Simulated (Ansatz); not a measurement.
**PH3 (phosphine) at RPA@B97/cc-pV(D+d)Z (density fitting with def2-universal-jkfit, cc-pVTZ-rifit for correlation)**

What is the vertical ionisation energy of PH3 (phosphine) at RPA@B97/cc-pV(D+d)Z (density fitting with def2-universal-jkfit, cc-pVTZ-rifit for correlation)? 

The calculation is run with Ansatz 0.2.0.

7 further runs of the same task are left out: 1 for a known fault of the program, 2 that didn't finish, 4 set aside as unsound or not needed.

### 1 The system as given

PH3: 4 atoms, total charge 0, spin state singlet. SMILES: `P`. The coordinates come from a PBE0-D4/def2-TZVP relaxation.

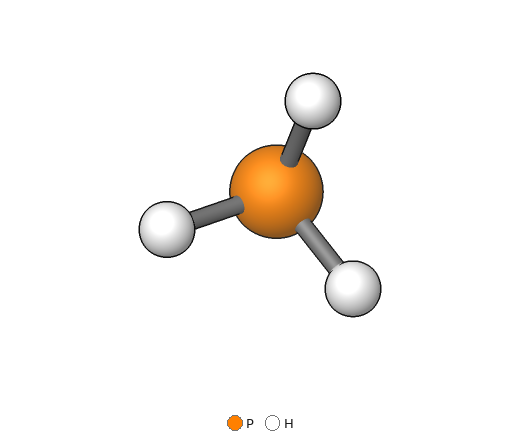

The structure, seen from a chosen angle (phosphorus orange, hydrogen white).

### 2 A single-point energy at RPA@B97/cc-pV(D+d)Z (density fitting with def2-universal-jkfit, cc-pVTZ-rifit for correlation)

Input file in.yaml:

```yaml
crystal:
  periodic: [false, false, false]
  atoms:
    - {symbol: P, position_ang: [0.346000, -0.326500, -0.332800]}
    - {symbol: H, position_ang: [0.630900, -0.034000, 1.027000]}
    - {symbol: H, position_ang: [-1.005500, -0.663000, -0.057200]}
    - {symbol: H, position_ang: [0.028700, 1.023500, -0.636900]}
basis:
  gaussian:
    orbitals: cc-pV_D+d_Z.json
    fitting:
      mean_field: def2-universal-jkfit
      correlation: cc-pVTZ-rifit
    final_grid:
      core_spheres: 4
      valence_spheres: 4
      degree: 11
hamiltonian:
  xc: {name: B97}
correlation:
  method: rpa
  frozen_orbitals: {H: 0, P: 5}
output:
  orbitals: {seedname: orbitals}
```

The basis set cc-pV(D+d)Z is read from a file made from the Basis Set Exchange's data (not shown).

Launch:

```bash
$ ansatz run in.yaml --threads 1 --pin off --max-ram 2610MiB --events-out events.jsonl --progress --plain --runs-dir runs
```

The log of the run:

```text
Warning: RAYON_NUM_THREADS=1 ignored (pool sized by the plan → 1); use --threads N
Functional definition: B97
  name "B97"
  parameter cx = 0.1943
  parameter cx0 = 0.8094
  parameter cx1 = 0.5073
  parameter cx2 = 0.7481
  parameter css0 = 0.1737
  parameter css1 = 2.3487
  parameter css2 = -2.4868
  parameter cos0 = 0.9454
  parameter cos1 = 0.7471
  parameter cos2 = -4.5961
  exchange = spin_sum(e_x_unif_s*poly(b97_u_x, cx0, cx1, cx2)) + cx*exact_x
  correlation = spin_sum(e_c_pw_same_spin*poly(b97_u_same, css0, css1, css2))
      + integral(e_c_pw_opposite_spin*poly(b97_u_opposite, cos0, cos1, cos2))
182 factors; integrals over basis functions are off by at most 9.9e-1 eV
212 factors; integrals over basis functions are off by at most 3.7e-1 eV
mean field evaluation 1: about -9335.8784 eV, gradient 8.8e0 eV
mean field evaluation 2: about -9335.8933 eV, gradient 8.8e0 eV
mean field evaluation 4: about -9336.1838 eV, gradient 4.7e-1 eV
mean field evaluation 8: about -9336.1838 eV, gradient 3.3e-3 eV
mean field -9336.18383075 eV, -343.0984274875 hartree, gradient 4.6e-6 eV, S^2 0.000000; 0 other end points of the search recorded, 0 dependent functions left out
5 core orbitals not correlated: weight in the atoms' cores, before any rotation towards them, 1.000 or more for the frozen orbitals, at most 0.000 for the correlated occupied ones
reference -9319.08150341 eV, -342.4699285500 hartree; 4, 4 occupied and 29, 29 virtual orbitals, 212 factors
Total energy: -9325.74203500 eV, -342.7146985711 hartree
```

It took 0.32 s on 1 thread of Arm Neoverse V1, shared host.

### 3 The doublet cation

Edit in.yaml of step 2 so:

```diff
@@ -17,2 +17,6 @@
       degree: 11
+total_charge: 1
+magnetization:
+  spin_polarized: true
+  initial_magnetization: 1
 hamiltonian:
```

The basis set cc-pV(D+d)Z is read from a file made from the Basis Set Exchange's data (not shown).

Launch:

```bash
$ ansatz run in.yaml --threads 1 --pin off --max-ram 2610MiB --events-out events.jsonl --progress --plain --runs-dir runs
```

The log of the run, shortened:

```text
Warning: RAYON_NUM_THREADS=1 ignored (pool sized by the plan → 1); use --threads N
Functional definition: B97
  name "B97"
[...]
      + integral(e_c_pw_opposite_spin*poly(b97_u_opposite, cos0, cos1, cos2))
182 factors; integrals over basis functions are off by at most 9.9e-1 eV
212 factors; integrals over basis functions are off by at most 3.7e-1 eV
[...]
mean field -9325.66456196 eV, -342.7118514895 hartree, gradient 5.7e-6 eV, S^2 0.751956; 0 other end points of the search recorded, 0 dependent functions left out
5 core orbitals not correlated: weight in the atoms' cores, before any rotation towards them, 1.000 or more for the frozen orbitals, at most 0.000 for the correlated occupied ones
reference -9309.54747923 eV, -342.1195596239 hartree; 4, 3 occupied and 29, 30 virtual orbitals, 212 factors
Total energy: -9315.32474467 eV, -342.3318702127 hartree
```

It took 0.44 s on 1 thread of Arm Neoverse V1, shared host.

### 4 Results

At RPA@B97/cc-pV(D+d)Z (density fitting with def2-universal-jkfit, cc-pVTZ-rifit for correlation), 5 core orbitals frozen:

| quantity | value |
| --- | --- |
| singlet PH3: total energy | -342.71470 Eh |
| singlet PH3: HOMO energy (B97 Kohn–Sham orbitals) | -7.46 eV |
| singlet PH3: LUMO energy (B97 Kohn–Sham orbitals) | 0.95 eV |
| singlet PH3: HOMO–LUMO gap (B97 Kohn–Sham orbitals) | 8.41 eV |
| singlet PH3: RPA correlation energy (valence) | -244.8 mEh |
| doublet cation: total energy | -342.33187 Eh |
| doublet cation: HOMO energy (B97 Kohn–Sham orbitals) (highest over α and β) | -17.24 eV |
| doublet cation: LUMO energy (B97 Kohn–Sham orbitals) (lowest over α and β) | -13.69 eV |
| doublet cation: RPA correlation energy (valence) | -212.3 mEh |
| doublet cation: ⟨S²⟩ of the reference determinant | 0.752 |
| vertical ionisation energy (to the doublet cation) | 10.417 eV |

Removing an electron at fixed nuclei costs 10.42 eV (1005 kJ/mol).
